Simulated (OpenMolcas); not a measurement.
# Pr³⁺ complex: multiconfigurational calculation (part 2 of 2)

The same run, continued: Pr³⁺ with 2 ligands (Cl; linear, 2.64 Å), with no charges around it. Method: state-averaged CASSCF, active space 2 electrons in the shell 4f, basis ANO-RCC-VDZP on the metal and ANO-RCC-VDZP on the ligands, DKH2 scalar Hamiltonian, spin-orbit coupling by RASSI with atomic mean-field integrals (OpenMolcas).

**Output (extracts), continued**
```
--- RASSI ---
SPIN-FREE ENERGIES:
  (Shifted by EMIN (a.u.) =     -10151.5983773260)

 SF State       Relative EMIN(au)   Rel lowest level(eV)    D:o, cm**(-1)      Abs_M

     1             0.0000000000        0.0000000000              0.0000         5.0
     2             0.0000000000        0.0000000000              0.0000         5.0
     3             0.0044768895        0.1218223680            982.5637         4.0
     4             0.0044768895        0.1218223680            982.5637         4.0
     5             0.0077406422        0.2106336059           1698.8746         0.0
     6             0.0081769770        0.2225068784           1794.6390         1.0
     7             0.0081769770        0.2225068784           1794.6390         1.0
     8             0.0085889278        0.2337166320           1885.0518         3.0
     9             0.0085889278        0.2337166320           1885.0518         3.0
    10             0.0090947315        0.2474802521           1996.0628         2.0
    11             0.0090947315        0.2474802521           1996.0628         2.0
    12             0.0322640552        0.8779496666           7081.1416         0.0
    13             0.0336232403        0.9149349781           7379.4483         1.0
    14             0.0336232403        0.9149349781           7379.4483         1.0
    22             0.0339538430        0.9239311355           7452.0072         4.0
    23             0.0339538430        0.9239311355           7452.0072         4.0
    15             0.0341532696        0.9293578096           7495.7762         3.0
    16             0.0341532696        0.9293578096           7495.7762         3.0
    17             0.0350182398        0.9528948485           7685.6153         2.0
    18             0.0350182398        0.9528948485           7685.6153         2.0
    24             0.0372024035        1.0123289698           8164.9838         2.0
    25             0.0372024035        1.0123289698           8164.9838         2.0
    26             0.0374906153        1.0201716130           8228.2390         1.0
    27             0.0374906153        1.0201716130           8228.2390         1.0
    28             0.0378129004        1.0289414377           8298.9724         0.0
    29             0.0382013109        1.0395106247           8384.2186         3.0
    30             0.0382013109        1.0395106247           8384.2186         3.0
    31             0.0994678641        2.7066584690          21830.6728         1.0
    32             0.0994678641        2.7066584690          21830.6728         1.0
    33             0.1007778613        2.7423053080          22118.1840         0.0
    34             0.1040512544        2.8313788741          22836.6107         2.0
    35             0.1040512544        2.8313788741          22836.6107         2.0
    36             0.1110874775        3.0228442564          24380.8832         6.0
    37             0.1110874775        3.0228442564          24380.8832         6.0
    38             0.1148596292        3.1254897338          25208.7748         5.0
    39             0.1148596292        3.1254897338          25208.7748         5.0
    40             0.1189264393        3.2361532748          26101.3364         4.0
    41             0.1189264393        3.2361532748          26101.3364         4.0
    42             0.1230926772        3.3495223838          27015.7200         3.0
    43             0.1230926772        3.3495223838          27015.7200         3.0
Eigenvalues of complex Hamiltonian:
   -----------------------------------
  (Shifted by EMIN (a.u.) =     -10151.5983773260)

 SO State       Relative EMIN(au)   Rel lowest level(eV)    D:o, cm**(-1)      Omega

     1            -0.0113516565        0.0000000000              0.0000         4.0
     2            -0.0113516565        0.0000000000              0.0000         4.0
     3            -0.0064160672        0.1343042280           1083.2367         3.0
     4            -0.0064160672        0.1343042280           1083.2367         3.0
     5            -0.0040219912        0.1994503535           1608.6756         0.0
     6            -0.0036183644        0.2104335988           1697.2614         1.0
     7            -0.0036183644        0.2104335988           1697.2614         1.0
     8            -0.0033728043        0.2171156296           1751.1557         2.0
     9            -0.0033728043        0.2171156296           1751.1557         2.0
    10            -0.0012867541        0.2738799470           2208.9907         5.0
    11            -0.0012867541        0.2738799470           2208.9907         5.0
    12             0.0030476767        0.3918258167           3160.2883         4.0
    13             0.0030476767        0.3918258167           3160.2883         4.0
    14             0.0060371841        0.4731744580           3816.4094         3.0
    15             0.0060371841        0.4731744580           3816.4094         3.0
    16             0.0063627156        0.4820326219           3887.8553         0.0
    17             0.0065725256        0.4877418435           3933.9033         1.0
    18             0.0065725256        0.4877418436           3933.9033         1.0
    19             0.0066172923        0.4889600060           3943.7284         2.0
    20             0.0066172923        0.4889600060           3943.7284         2.0
    21             0.0089356819        0.5520466022           4452.5561         6.0
    22             0.0089356819        0.5520466022           4452.5561         6.0
    23             0.0128907463        0.6596693869           5320.5924         5.0
    24             0.0128907463        0.6596693869           5320.5924         5.0
    25             0.0165178596        0.7583681672           6116.6518         4.0
    26             0.0165178596        0.7583681672           6116.6518         4.0
    27             0.0166308354        0.7614423957           6141.4471         0.0
    28             0.0169008827        0.7687907556           6200.7156         1.0
    29             0.0169008827        0.7687907557           6200.7156         1.0
    30             0.0173926598        0.7821726933           6308.6482         2.0
    31             0.0173926598        0.7821726933           6308.6482         2.0
    32             0.0175639363        0.7868333654           6346.2391         3.0
    33             0.0175639363        0.7868333654           6346.2391         3.0
    34             0.0244977297        0.9755114962           7868.0308         0.0
    35             0.0253769912        0.9994374202           8061.0064         1.0
    36             0.0253769912        0.9994374202           8061.0064         1.0
    37             0.0259683603        1.0155293935           8190.7969         2.0
    38             0.0259683603        1.0155293936           8190.7969         2.0
    39             0.0299559650        1.1240376448           9065.9750         4.0
    40             0.0299559650        1.1240376448           9065.9750         4.0
    41             0.0313286380        1.1613899781           9367.2419         1.0
Weights of the five most important spin-orbit-free states for each spin-orbit state.

 SO State  Total energy (au)           Spin-free states, spin, and weights
 -------------------------------------------------------------------------------------------------------
    1        -0.011352       2 1.0  0.4437    1 1.0  0.4437    4 1.0  0.0496    3 1.0  0.0361   22 0.0  0.0133
    2        -0.011352       2 1.0  0.4437    1 1.0  0.4437    3 1.0  0.0496    4 1.0  0.0361   23 0.0  0.0133
    3        -0.006416       4 1.0  0.3888    3 1.0  0.3888    8 1.0  0.1727   29 0.0  0.0144   10 1.0  0.0103
    4        -0.006416       3 1.0  0.3888    4 1.0  0.3888    9 1.0  0.1727   30 0.0  0.0144   11 1.0  0.0103
    5        -0.004022       5 1.0  0.4647    7 1.0  0.2536    6 1.0  0.2536   28 0.0  0.0269   14 1.0  0.0006
    6        -0.003618       7 1.0  0.4067    5 1.0  0.1951   11 1.0  0.1628   10 1.0  0.1628    6 1.0  0.0435
    7        -0.003618       6 1.0  0.4067    5 1.0  0.1951   10 1.0  0.1628   11 1.0  0.1628    7 1.0  0.0435
    8        -0.003373       9 1.0  0.2529    8 1.0  0.2529   10 1.0  0.2266   11 1.0  0.1357    7 1.0  0.0510
    9        -0.003373       8 1.0  0.2529    9 1.0  0.2529   11 1.0  0.2266   10 1.0  0.1357    6 1.0  0.0510
   10        -0.001287       2 1.0  0.7483    1 1.0  0.1630    4 1.0  0.0443    3 1.0  0.0443   38 0.0  0.0000
   11        -0.001287       1 1.0  0.7483    2 1.0  0.1630    4 1.0  0.0443    3 1.0  0.0443   39 0.0  0.0000
   12         0.003048       3 1.0  0.7263    9 1.0  0.0913    8 1.0  0.0913    1 1.0  0.0451    2 1.0  0.0451
```

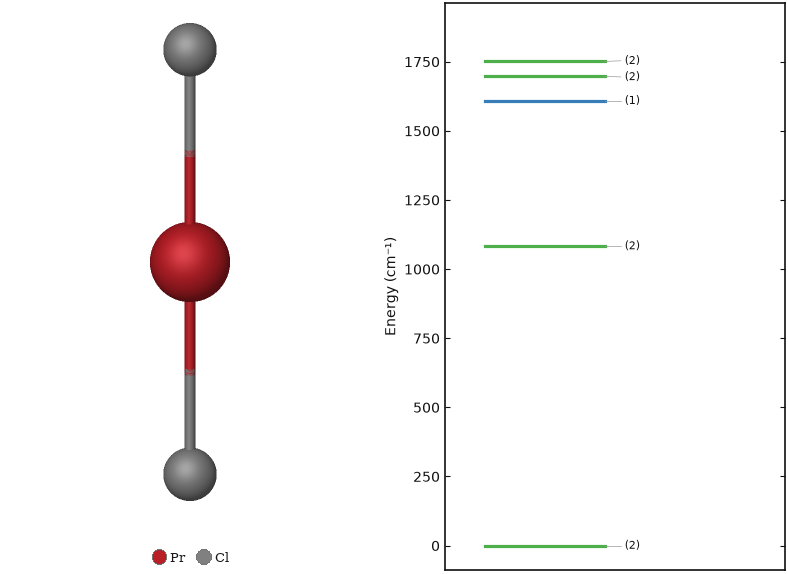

Fig. 2: Pr³⁺ (4f²) with 2 ligands, Cl⁻, at 2.64 Å (arrangement: linear, D∞h), and its levels. Labels give the representation in O, Td, D4 or D3 as the site allows (double group for half-integer spin) where it could be assigned and, in brackets, the degeneracy; spin-free states, where drawn, share the zero of the spin-orbit levels. The ground level is doubly degenerate, 98 % from states of spin multiplicity 3 (of the 28 states of multiplicity 1, 27 enter the spin-orbit step). Its principal g values are 0.00, 0.00 and 6.23, easy-axis. The next level lies at 1,080 cm⁻¹. The lowest J multiplet spreads over 1,750 cm⁻¹. The active orbitals hold 99 to 100 % metal character (Löwdin), and the Mulliken charge of the metal is +1.97.

**The input**
```
&GATEWAY
Coord
3

Pr 0.0 0.0 0.0
Cl 0.000000 0.000000 2.640000
Cl 0.000000 0.000000 -2.640000
Basis=Pr.ANO-RCC-VDZP,Cl.ANO-RCC-VDZP
Group=XYZ
NoMove
AngMom=0.0 0.0 0.0
AMFI
RICD
&SEWARD
&RASSCF
FileOrb=start.orb
Symmetry=1
Spin=3
nActEl=2 0 0
Inactive=24 21
Ras2=0 7
CIRoot=21 21 1
SDav=21
CIMx=300
Iter=150 100
PrWF=0.3
OrbListing=Nothing
MaxOrb=0
LevShft=1.0
>>> COPY $Project.JobIph JOB001
&RASSCF
FileOrb=start.orb
Symmetry=1
Spin=1
nActEl=2 0 0
Inactive=24 21
Ras2=0 7
CIRoot=28 28 1
SDav=28
CIMx=300
Iter=150 100
PrWF=0.3
OrbListing=Nothing
MaxOrb=0
CIOnly
LevShft=1.0
>>> COPY $Project.JobIph JOB002
&RASSI
NrOfJobIphs=2 21 27
1 2 3 4 5 6 7 8 9 10 11 12 13 14 15 16 17 18 19 20 21
1 2 3 4 5 6 7 8 9 10 11 12 13 14 15 16 17 18 19 20 21 22 23 24 25 26 27
IphNames
JOB001
JOB002
EJob
SpinOrbit
DIPRint=1.0
SOCoupling=1000.0
Subsets=2
Property=9
'ANGMOM' 1 'ANGMOM' 2 'ANGMOM' 3 'MLTPL  1' 1 'MLTPL  1' 2 'MLTPL  1' 3
'AMFI' 1 'AMFI' 2 'AMFI' 3
SOProperty=3
'ANGMOM' 1 'ANGMOM' 2 'ANGMOM' 3
```

The file start.orb holds starting orbitals from an earlier step. A driver script formed the levels outside the program, from RASSI's spin-orbit matrix and the active-space energies, averaged over the components of each term or state.

Command:
```bash
OMP_NUM_THREADS=1 MOLCAS_MEM=2457 MOLCAS_PROJECT=a pymolcas a.inp > a.log  # once for each step of the input, in one work folder
```

**Summary**

| quantity | value |
| --- | --- |
| outcome | converged |
| energy of the lowest spin-free term | −10151.59838 hartree |
| energy of the lowest spin-orbit level | −10151.60973 hartree |
| largest spread among components of a term | 0.0 cm⁻¹ |
| hardware | 1 thread of Arm Neoverse V2, 24 GiB of memory available, shared host |
| wall time | 14 s |
| peak memory | 0.6 GiB |

**Remarks**

Without dynamic correlation the splittings between terms come out too large, often by 20 to 50 %. Caveats: distances are set from ionic radii, not optimised.
